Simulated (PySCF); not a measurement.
**C4H9GeN3: excited-state calculation**

System: C4H9GeN3, SMILES CCc1cn[n]([GeH3])n1.
Method: TDDFT CAM-B3LYP/def2-SVPD, vertical, gas phase, core orbitals frozen in the response (PySCF 2.14.0).

The geometry comes from this level: GFN2-xTB. It belongs to a series of runs on one base structure; here: H replaced by C2H5.

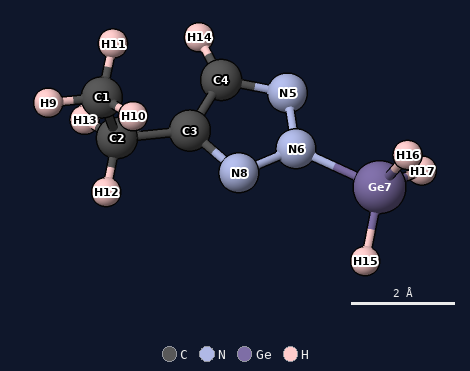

The structure (ball-and-stick view, seen at a tilt; atoms are numbered from 1 in the order of the input). Sticks mark near contacts. Bond lengths as drawn: C–C 1.40 to 1.53 Å, C–H 1.07 to 1.09 Å, C–N 1.32 to 1.33 Å, Ge–H 1.49 Å, Ge–N 1.83 Å and N–N 1.32 Å.

### Results in brief

| quantity | value |
| --- | --- |
| outcome | converged |
| total energy | −2398.550183 hartree |
| HOMO | −8.68 eV |
| LUMO | 0.93 eV |
| dipole moment | 0.41 D |
| mean polarisability | 94.70 a.u. |
| lowest singlet excitation | 6.30 eV |
| hardware | 1 CPU thread, shared host |
| wall time | 2.5 min |
| peak memory | 1.2 GiB |

### Remarks

Spin–orbit coupling is left out, which matters for the heavy atoms.

### Input
```
{"job": {"kind": "uv", "xc": "CAM-B3LYP", "basis": "def2-SVPD", "nstates": 8, "ntriplets": 3}, "charge": 0, "multiplicity": 1}
C     -2.389902    -1.250649     0.225531
C     -1.789830    -0.155846    -0.658148
C     -0.517074     0.349220    -0.077327
C     -0.310852     1.363375     0.872337
N      0.985079     1.445730     1.116196
N      1.538602     0.525669     0.352008
Ge     3.331202     0.149273     0.358719
N      0.673182    -0.153530    -0.376161
H     -3.324805    -1.607440    -0.199545
H     -1.701208    -2.088573     0.302616
H     -2.584852    -0.869299     1.225775
H     -1.587777    -0.559202    -1.651224
H     -2.495861     0.672126    -0.750094
H     -1.018951     2.008268     1.351305
H      3.614792    -0.359244    -1.009691
H      3.576121    -0.893031     1.401628
H      3.995136     1.435182     0.699445
```

The first line tells a small driver script what to run in PySCF; the rest is the geometry in Å.

Launched with:
```bash
OMP_NUM_THREADS=1 python <driver script> task.json out
```

### The program's output
```
coarse grid: 65744 points
cycle   1  E = -2398.4924522413  dE =  8.749e-01  |g| = 5.611e-01  |ddm| = 6.619e+00
cycle   2  E = -2398.4945463037  dE = -2.094e-03  |g| = 6.042e-01  |ddm| = 1.616e+00
cycle   3  E = -2398.5481410973  dE = -5.359e-02  |g| = 9.517e-02  |ddm| = 8.041e-01
cycle   4  E = -2398.5495805806  dE = -1.439e-03  |g| = 5.495e-02  |ddm| = 2.822e-01
cycle   5  E = -2398.5501489490  dE = -5.684e-04  |g| = 7.248e-03  |ddm| = 9.212e-02
cycle   6  E = -2398.5501591274  dE = -1.018e-05  |g| = 4.262e-03  |ddm| = 1.962e-02
cycle   7  E = -2398.5501634056  dE = -4.278e-06  |g| = 9.024e-04  |ddm| = 9.621e-03
final grid: 139200 points
cycle   8  E = -2398.5501830955  dE = -1.596e-07  |g| = 9.220e-04  |ddm| = 6.091e-03
cycle   9  E = -2398.5501829766  dE =  1.189e-07  |g| = 1.301e-03  |ddm| = 3.467e-03
cycle  10  E = -2398.5501832973  dE = -3.207e-07  |g| = 1.046e-04  |ddm| = 1.905e-03
cycle  11  E = -2398.5501833005  dE = -3.231e-09  |g| = 6.634e-05  |ddm| = 3.207e-04
cycle  12  E = -2398.5501833027  dE = -2.171e-09  |g| = 1.355e-05  |ddm| = 2.029e-04
cycle  13  E = -2398.5501833028  dE = -6.366e-11  |g| = 3.382e-06  |ddm| = 3.839e-05
```

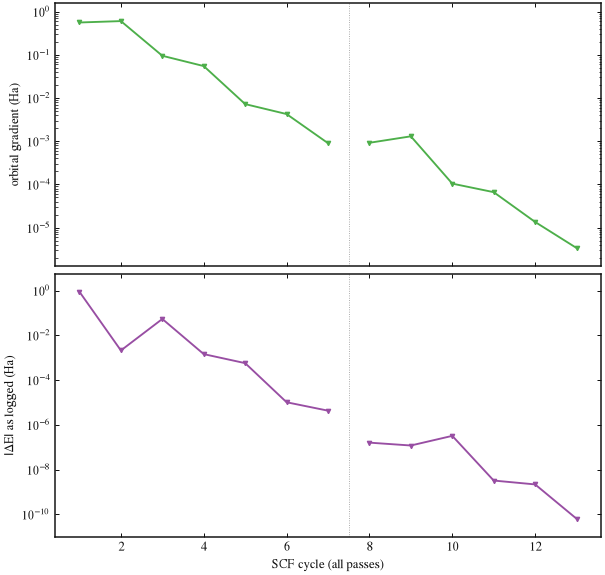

Convergence of the self-consistent field: orbital gradient and size of the energy change against the SCF cycle. The dotted line marks the change from a coarse to the final integration grid. The first 7 cycles use a coarse grid, the final grid takes over at cycle 8, and the field converges after 13 cycles in all.

```
converged SCF energy = -2398.5501833028

Static polarisability (au): isotropic 94.699, principal 73.789 89.118 121.189

Singlet excitations
state   eV       nm        f      main configurations
  1   6.2998    196.8   0.00279   H-2->L 0.59, H-2->L+1 0.23
  2   6.4307    192.8   0.25972   H->L 0.63, H->L+1 0.21
  3   7.0448    176.0   0.00160   H->L+2 0.65, H->L+1 0.11, H-3->L 0.10
  4   7.1277    173.9   0.02397   H-3->L 0.46, H-3->L+1 0.17, H->L+2 0.10
  5   7.3120    169.6   0.00949   H-1->L 0.46, H-1->L+1 0.17, H->L+4 0.08
  6   7.4025    167.5   0.02139   H->L+1 0.46, H->L 0.25, H->L+2 0.12
  7   7.7147    160.7   0.07354   H->L+3 0.77
  8   7.8818    157.3   0.00243   H-1->L+2 0.66, H-1->L+1 0.24

Triplet excitations (Tamm-Dancoff, eV): 4.8225 4.9890 5.4744
```

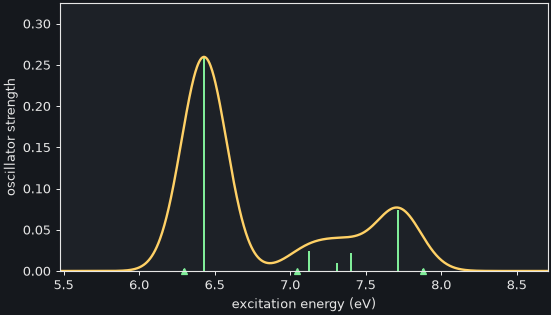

Computed excitations as sticks (degenerate states added up, dark ones marked on the axis), with a Gaussian envelope of 0.35 eV full width at half maximum, scaled to the tallest. Of the 8 states the lowest lies at 6.30 eV (f = 0.003); the strongest line is at 6.43 eV, or 193 nm (f = 0.260).

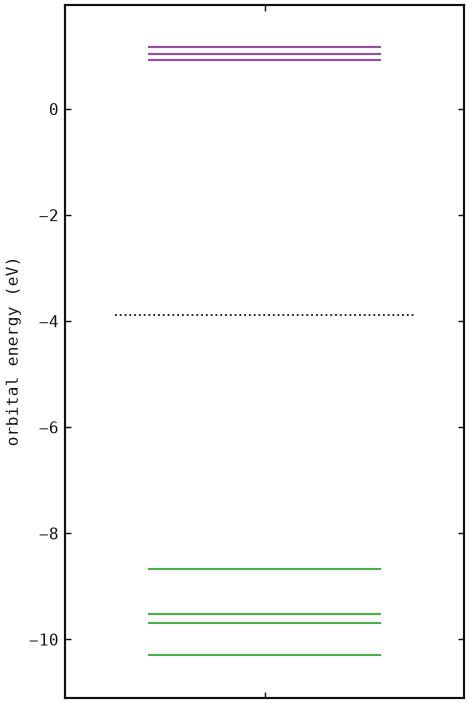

Orbital energies near the frontier; the dotted line parts filled from empty levels, and levels within 0.02 eV of each other stand side by side. Highest filled −8.68 eV, lowest empty 0.93 eV, 9.61 eV apart.
